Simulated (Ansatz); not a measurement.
**CH4BNZn: ladder of methods at one geometry from a Python script**

How do the methods compare on CH4BNZn, in result and in cost? Aim: a ladder of methods at one geometry, for CH4BNZn, run from a script.

Computed with the Python package of Ansatz 0.2.0. The levels of theory stand in the script.

## 1. The structure

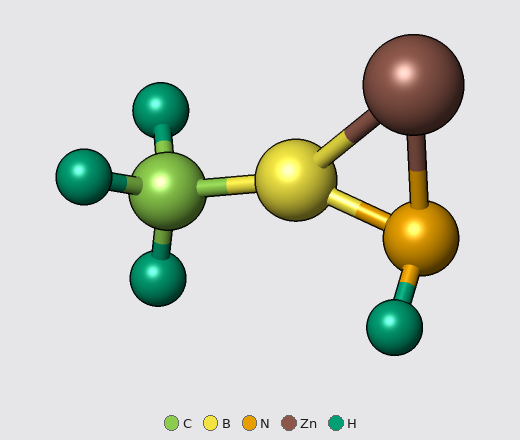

The starting structure, viewed from a chosen angle; carbon green, boron yellow, nitrogen amber, zinc brown, hydrogen teal.

The script holds or builds the structure itself.

## 2. Script

Input file ch4bnzn.py:

```python
from pathlib import Path
import argparse

import ansatz as az
import numpy as np

parser = argparse.ArgumentParser(description="CH4BNZn at several levels of theory.")
parser.add_argument("--basis", default="def2-SVP", help="Gaussian basis set")
args = parser.parse_args()


def main() -> None:
    mol = (
        az.Crystal.molecule()
        .atom("C", (0.0245, 1.1625, -0.0739))
        .atom("B", (-0.2113, -0.369, -0.0569))
        .atom("N", (-0.0254, -1.701, 0.6198))
        .atom("Zn", (-0.8599, -2.0711, -0.9712))
        .atom("H", (0.5262, 1.5254, 0.8047))
        .atom("H", (0.5525, 1.511, -0.99))
        .atom("H", (-0.993, 1.6976, -0.1074))
        .atom("H", (1.0785, -1.8126, 0.7189))
    )

    base = mol.calculation().basis(gaussian=args.basis)

    print("functional    E (Ha)        dipole (D)   HOMO (eV)  LUMO (eV)")
    for name in ["lda", "cam_b3lyp", "blyp", "pbe0", "r2scan", "hf"]:
        r = base.functional(name).forces().orbitals().run(threads=1, backend="cpu", runs_dir="runs").report
        lines = Path(r["orbitals_path"]).read_text().splitlines()
        field_of = lambda key: [line.split("=")[1].strip() for line in lines if line.startswith(key)]
        orbitals = [(27.211386 * float(e), s, float(n)) for e, s, n in zip(field_of("Ene="), field_of("Spin="), field_of("Occup="))]
        homo = max(e for e, _, n in orbitals if n > 0.5)
        lumo = min(e for e, _, n in orbitals if n < 0.5)
        dipole = 4.803205 * np.linalg.norm(r["charge_distribution"]["dipole_moment_e_ang"])
        print(f"{name:10s} {r['free_energy_ev'] / 27.211386246:14.6f} {dipole:9.3f} {homo:11.3f} {lumo:10.3f}")


if __name__ == "__main__":
    main()
```

## 3. What the engine is handed

The engine receives this input (first run):

```yaml
crystal:
  periodic: [false, false, false]
  atoms:
    - { symbol: C, position_ang: [0.0245, 1.1625, -0.0739] }
    - { symbol: B, position_ang: [-0.2113, -0.369, -0.0569] }
    - { symbol: "N", position_ang: [-0.0254, -1.701, 0.6198] }
    - { symbol: Zn, position_ang: [-0.8599, -2.0711, -0.9712] }
    - { symbol: H, position_ang: [0.5262, 1.5254, 0.8047] }
    - { symbol: H, position_ang: [0.5525, 1.511, -0.99] }
    - { symbol: H, position_ang: [-0.993, 1.6976, -0.1074] }
    - { symbol: H, position_ang: [1.0785, -1.8126, 0.7189] }
basis:
  gaussian:
    orbitals: def2-SVP
hamiltonian:
  xc: lda
output:
  orbitals: {}
  forces: true
```

## 4. Running it

Started as:

```bash
$ python ch4bnzn.py
```

The log of the run:

```text
functional    E (Ha)        dipole (D)   HOMO (eV)  LUMO (eV)
lda          -1895.079142     2.055      -3.923     -2.989
cam_b3lyp    -1899.115549     1.860      -5.762     -1.093
blyp         -1899.109371     1.992      -3.672     -2.717
pbe0         -1898.684828     1.785      -4.626     -2.041
r2scan       -1898.995252     1.943      -3.905     -2.674
hf           -1896.691208     1.738      -6.283      0.818
```

Run time: 41 s. Hardware: 1 thread of Arm Neoverse N1, shared host; peak memory 0.27 GiB.

## 5. What changed from run to run

The engine's inputs for some of the other runs:

Run 2, against run 1:

```diff
@@ -16 +16 @@
-  xc: lda
+  xc: cam_b3lyp
```

Run 4, against run 1:

```diff
@@ -16 +16 @@
-  xc: lda
+  xc: pbe0
```

Run 5, against run 1:

```diff
@@ -16 +16 @@
-  xc: lda
+  xc: r2scan
```

## 6. The runs side by side

The 6 runs, in the order started:

| run | functional | energy (eV) | SCF cycles | CPU time (s) |
| --- | --- | --- | --- | --- |
| 1 | lda | -51567.7305 | 26 | 3.4 |
| 2 | cam_b3lyp | -51677.5667 | 22 | 8.5 |
| 3 | blyp | -51677.3986 | 27 | 5.8 |
| 4 | pbe0 | -51665.8462 | 20 | 7.2 |
| 5 | r2scan | -51674.2933 | 27 | 13 |
| 6 | hf | -51611.5970 | 13 | 2.7 |

Totals under unlike functionals or potentials can't be compared directly.

The fields below are those of run 1.

## 7. The molecule's orbitals and density

The fields below are evaluated on a grid from the run's orbitals.

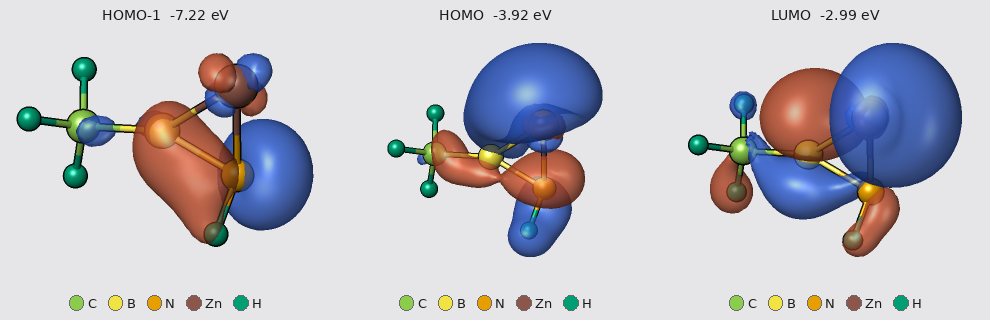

Frontier orbitals at LDA/def2-SVP; each surface holds 70 % of the orbital's density, blue and red mark the sign.

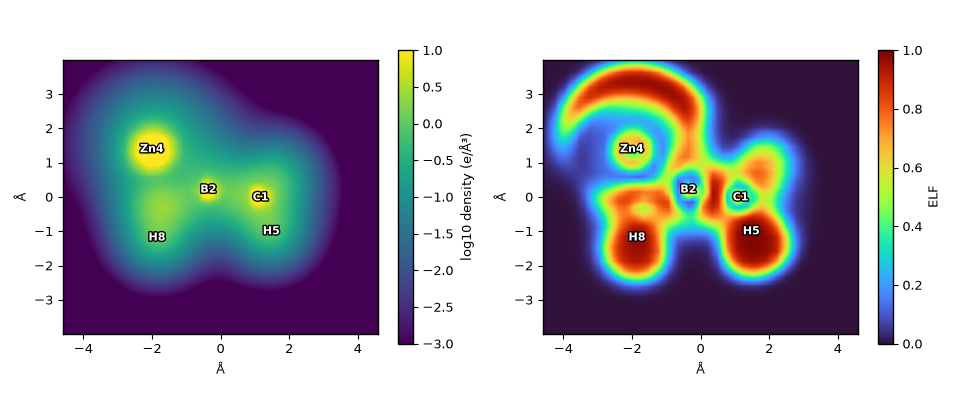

Density (left) and ELF (right) in a plane through or near 5 of the atoms.

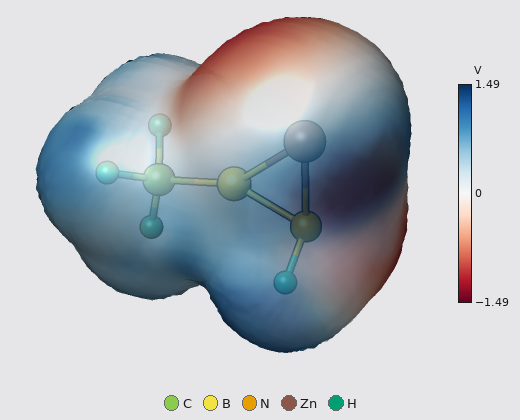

The potential that a unit positive charge feels on the 0.002 e/bohr³ surface, from -1.33 V near N3 to 1.49 V near Zn4.

## 8. What came out

```
                                      quantity    value
                                 runs compared        6
HOMO-LUMO gap of the mean field (LDA/def2-SVP)  0.93 eV
```

In words: The dearest, run 5 (r2scan), took some 4.6 times as long as run 6 (hf). Notes:
- The geometry is a force-field or estimated start, not a minimum of this method, and the basis set is short of its limit. A lower total doesn't mark the better method: functionals have no common bound, and MP2 and coupled cluster aren't variational.
- Levels such as HOMO and LUMO are orbital energies: with these approximate functionals they aren't the ionisation energy and electron affinity, and their gap isn't the fundamental gap.
